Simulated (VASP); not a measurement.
Band structure of Hf3TiN4 (ordered alloy cell). All values below come from PBEsol GGA, VASP's PBE PAW potentials (set 64) (plane waves; VASP 6.6.1).

Unless said otherwise, spin-orbit coupling is left out, though it shifts the bands of the heavy elements here.

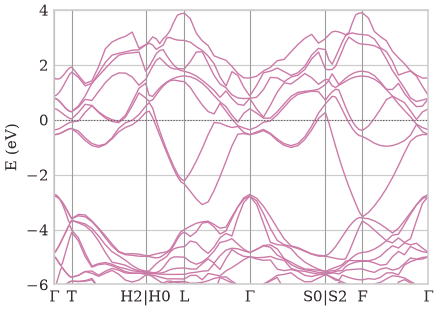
Bands along high-symmetry lines, zero at the valence-band maximum or, without a gap, the Fermi level

Read the plot: is there a gap, and where are the band edges?

It has no gap at this level: it comes out as a metal or semimetal. (Edges off the drawn lines would not show.)

The structure was generated: Hf3TiN4 was put into an ordered model structure (R-3m), which need not be its known phase. It was relaxed first.
